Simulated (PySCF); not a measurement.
**C2H3FO (acetyl fluoride): levels of theory compared**

Aim: a comparison of 6 runs (HF/STO-3G, HF/3-21G, CAM-B3LYP/aug-cc-pVDZ, TPSS/aug-cc-pVDZ, r2SCAN/aug-cc-pVDZ, SCS-MP2/aug-cc-pVDZ) of C2H3FO (acetyl fluoride). The job is set up through a Python script.

Program for the calculation: PySCF 2.14.0.

1 further run of the same task is left out (set aside as unsound or not needed).

## (1) Starting point

C2H3FO has 7 atoms, charge 0, and is taken as a singlet. SMILES: `CC(=O)F`. The C1–H6 distance was set to 1.419 Å, away from the relaxed value.

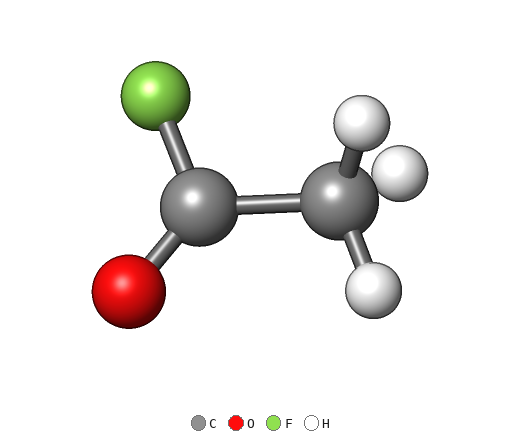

Viewed from a chosen angle; carbon grey, oxygen red, fluorine green, hydrogen white.

## (2) The energy at HF/STO-3G (run 1)

Contents of run.py:

```python
from pyscf import gto

mol = gto.Mole()
mol.atom = '''
C      0.522902     0.480949     0.989617
C     -1.707352     0.387596    -0.719111
O     -3.862623     0.139399    -0.211133
F     -0.981320     0.637002    -3.154628
H     -0.081791     0.278842     2.941742
H      2.231105    -1.479920     0.334160
H      1.513875     2.271199     0.726889
'''
mol.verbose = 3
mol.basis = 'sto-3g'
mol.unit = 'bohr'
mol.max_memory = 1860
mol.spin = 0
mol.build()

hf = mol.RHF()
hf.conv_tol = 1e-10
hf.kernel()
if not hf.converged:
    hf = hf.newton().run(hf.mo_coeff, hf.mo_occ)

e_tot = hf.e_tot
print('E(%s) = %.9f' % ('HF', e_tot))
```

Run with:

```console
$ OMP_NUM_THREADS=1 python run.py
```

The log of the run:

```text
converged SCF energy = -248.360171486876
E(HF) = -248.360171487
```

Wall time 0.82 s (1 thread of Arm Neoverse V1, shared host); peak memory 0.12 GiB.

## (3) A single-point energy at HF/3-21G (run 2)

Contents of job.py:

```python
from pyscf import gto, scf

mol = gto.Mole()
mol.atom = '''
C      0.276708     0.254507     0.523683
C     -0.903492     0.205107    -0.380537
O     -2.044012     0.073767    -0.111727
F     -0.519292     0.337087    -1.669357
H     -0.043282     0.147557     1.556703
H      1.180650    -0.783140     0.176830
H      0.801108     1.201867     0.384653
'''
mol.basis = '3-21g'
mol.charge = 0
mol.verbose = 3
mol.max_memory = 1860
mol.build()

calc0 = scf.RHF(mol)
calc0.conv_tol = 1e-10
calc0.kernel()
if not calc0.converged:
    calc0 = calc0.newton().run(calc0.mo_coeff, calc0.mo_occ)

energy = calc0.e_tot
print('Final energy', energy)
```

Run with:

```console
$ OMP_NUM_THREADS=1 python job.py
```

The log of the run:

```text
converged SCF energy = -250.36366167833
Final energy -250.36366167833006
```

Wall time 0.7 s (1 thread of Arm Neoverse V1, shared host); peak memory 0.1 GiB.

## (4) A single-point energy at CAM-B3LYP/aug-cc-pVDZ (run 3)

Contents of run.py:

```python
from pyscf import gto, dft

mol = gto.M(
    atom='''
C      0.522902     0.480949     0.989617
C     -1.707352     0.387596    -0.719111
O     -3.862623     0.139399    -0.211133
F     -0.981320     0.637002    -3.154628
H     -0.081791     0.278842     2.941742
H      2.231105    -1.479920     0.334160
H      1.513875     2.271199     0.726889
''',
    basis='aug-cc-pvdz',
    verbose=3,
    unit='bohr',
    max_memory=1860,
)

mf = dft.RKS(mol, xc='cam-b3lyp')
mf.grids.level = 5
mf.conv_tol = 1e-10
mf.kernel()
if not mf.converged:
    mf = mf.newton().run(mf.mo_coeff, mf.mo_occ)

e_tot = mf.e_tot
print('Final energy', e_tot)
```

Run with:

```console
$ OMP_NUM_THREADS=1 python run.py
```

The log of the run:

```text
converged SCF energy = -253.003059234497
Final energy -253.003059234497
```

Wall time 41 s (1 thread of Arm Neoverse V1, shared host); peak memory 0.65 GiB.

Runs 4 to 5 aren't shown in full; the table further down has their settings and results.

## (5) The energy at SCS-MP2/aug-cc-pVDZ (run 6)

Contents of calc.py:

```python
from pyscf import gto, mp

mol = gto.M(
    atom='''
C        0.276708       0.254507       0.523683
C       -0.903492       0.205107      -0.380537
O       -2.044012       0.073767      -0.111727
F       -0.519292       0.337087      -1.669357
H       -0.043282       0.147557       1.556703
H        1.180650      -0.783140       0.176830
H        0.801108       1.201867       0.384653
''',
    charge=0,
    max_memory=1860,
    verbose=3,
    basis='aug-cc-pvdz',
)

mf = mol.RHF()
mf.conv_tol = 1e-10
mf.kernel()
if not mf.converged:
    mf = mf.newton().run(mf.mo_coeff, mf.mo_occ)

pt = mp.MP2(mf, frozen=4).run()
e_tot = mf.e_tot + 1.2 * pt.e_corr_os + pt.e_corr_ss / 3
print('Final energy', e_tot)
```

Run with:

```console
$ OMP_NUM_THREADS=1 python calc.py
```

The log of the run:

```text
converged SCF energy = -251.791566449921
E(RMP2) = -252.470417860638  E_corr = -0.678851410716088
E(SCS-RMP2) = -252.452203450015  E_corr = -0.660637000093839
Final energy -252.4522034500153
```

It took 4.5 s on 1 thread of Arm Neoverse V1, shared host; peak memory 0.39 GiB.

## (6) Overview of the runs

```csv
run,level,integration grid,frozen core orbitals,energy (Eh),dipole moment (D) of the reference,HOMO energy (eV),LUMO energy (eV),wall time
1,HF/STO-3G,–,–,-248.360171,1.97,-9.91,7.67,0.82 s
2,HF/3-21G,–,–,-250.363662,3.22,-12.92,3.61,0.7 s
3,CAM-B3LYP/aug-cc-pVDZ,5,–,-253.003059,3.00,-10.55,-0.21,41 s
4,TPSS/aug-cc-pVDZ,5,–,-253.128452,2.79,-7.43,-1.95,61 s
5,r2SCAN/aug-cc-pVDZ,5,–,-252.971543,2.90,-7.69,-1.85,56 s
6,SCS-MP2/aug-cc-pVDZ,–,4,-252.452203,3.22,-13.24,0.79,4.5 s
```

## (7) Outcome

| quantity | value |
| --- | --- |
| run 6: total energy | -252.45220 Eh |
| run 6: dipole moment (Hartree–Fock density) | 3.22 D |
| run 6: HOMO energy (Hartree–Fock orbitals) | -13.24 eV |
| run 6: LUMO energy (Hartree–Fock orbitals) | 0.79 eV |
| run 6: HOMO–LUMO gap (Hartree–Fock orbitals) | 14.03 eV |
| run 6: correlation energy (4 core orbitals frozen) | -660.6 mEh |

**Reading.** Over runs 1, 2, 3, 4, 5 the dipole moment (its size) runs from 1.97 D (HF/STO-3G) to 3.22 D (HF/3-21G). Over runs 1, 2, 3, 4, 5 the HOMO–LUMO gap runs from 5.47 eV (TPSS/aug-cc-pVDZ) to 17.59 eV (HF/STO-3G). The two ends differ in method and basis. Totals of different functionals can't be ranked against each other. In run 1 the basis is minimal, so the values are rough. All runs together took 2.7 min, the longest 61 s.
